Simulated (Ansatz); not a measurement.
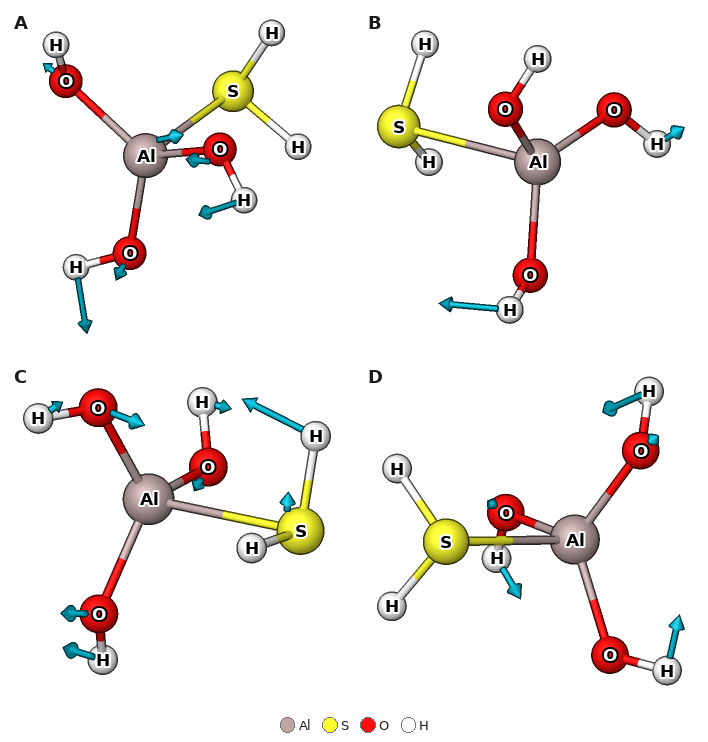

4 normal modes of one molecule or complex, as arrows. Harmonic vibrations computed with RKS PBE0-D4/def2-TZVP (Ansatz 0.2.0) at a stationary point of the same level.

**Match the panels to the wavenumbers 97 cm⁻¹, 280 cm⁻¹, 633 cm⁻¹, 886 cm⁻¹.**

A: 886 cm⁻¹
B: 280 cm⁻¹, a torsion or out-of-plane motion in which bond lengths and bond angles hardly change
C: 97 cm⁻¹, O–Al–S bending
D: 633 cm⁻¹
